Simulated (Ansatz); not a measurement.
H2S···CH2O (SMILES S.C=O)

Input file:

```
crystal:
  periodic: [false, false, false]
  atoms:
    - {symbol: S, position_ang: [-0.501569, 0.802310, -2.038630]}
    - {symbol: H, position_ang: [-0.222561, -0.379168, -2.608859]}
    - {symbol: H, position_ang: [0.459089, 0.646419, -1.106079]}
    - {symbol: C, position_ang: [0.057639, -0.270105, 1.442283]}
    - {symbol: O, position_ang: [1.092541, 0.052807, 0.930957]}
    - {symbol: H, position_ang: [0.014545, -0.615198, 2.493014]}
    - {symbol: H, position_ang: [-0.899585, -0.236964, 0.887415]}
basis:
  gaussian: {orbitals: "def2-TZVPPD.json"}
hamiltonian: {xc: pbe0, dispersion: d4}
output: {orbitals: {seedname: orbitals}}
```

Command:

```sh
ansatz run in.yaml --threads 2 --pin off --events-out ev --progress --plain --max-ram 5222MiB
```

Geometry: PBE0-D4/def2-TZVP.

Theory: RKS PBE0-D4/def2-TZVPPD in Ansatz.

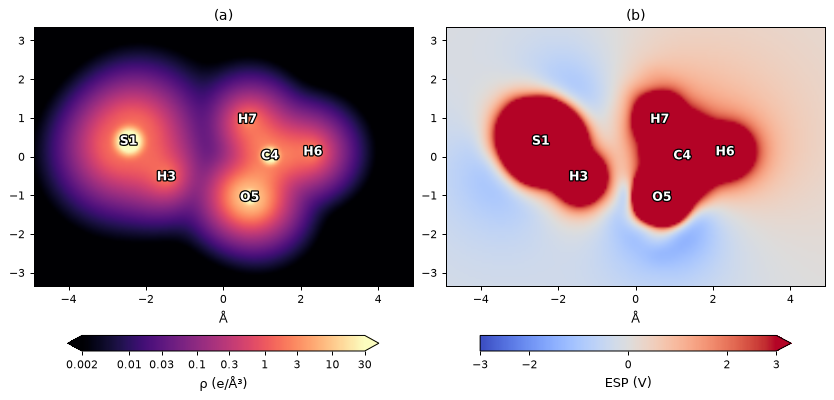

Figure 1. (a) electron density; (b) molecular electrostatic potential on the plane of atoms H6, C4 and H7.

**What do the fields say about this system?**

The section cuts through S, H, C and O sites. O5···H3 (2.21 Å): the density falls to about 0.11 e/Å³ on the way. C–O (1.20 Å): ρ at the midpoint is about 3.5 e/Å³. C–H (1.11 Å): ρ at the midpoint is about 2.1 e/Å³. S–H (1.35 Å): ρ is about 1.5 e/Å³ halfway. Outside the dense part of the complex the potential is most negative (−1.4 V) near O5.

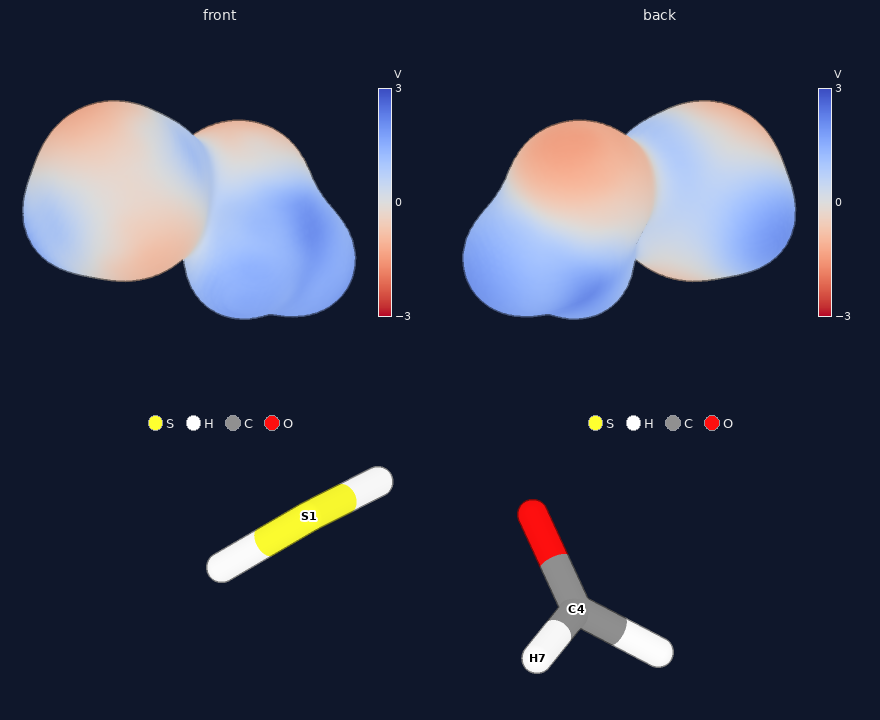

Figure 2. The molecular electrostatic potential painted on the density surface at 0.004 e/bohr³, seen from the front and from behind; the colour scale runs from red (negative) to blue (positive). The bare structure is drawn below in the same view.

**Which sites attract a positive test charge, and which a negative one?**

A positive charge is drawn to the negative regions and a negative charge to the positive ones. The most negative region (about −1.3 V, or −30 kcal/mol for a unit charge) lies over O5, the most positive (about +2.0 V, or +46 kcal/mol for a unit charge) over the π face of C4. O5 is the likeliest acceptor of a hydrogen bond.

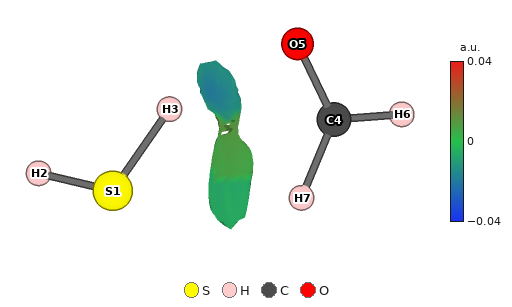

Figure 3. Non-covalent interaction (NCI) plot: the surface where the reduced density gradient is 0.6, for densities under 0.05 a.u., coloured by sign(λ₂)ρ; seen at a tilt.

**What holds or crowds the atoms apart from the covalent bonds?**

Between H3 on one side and O5 on the other: a weak contact, attractive (blue-green) on one side and crowded (olive to red) on the other.
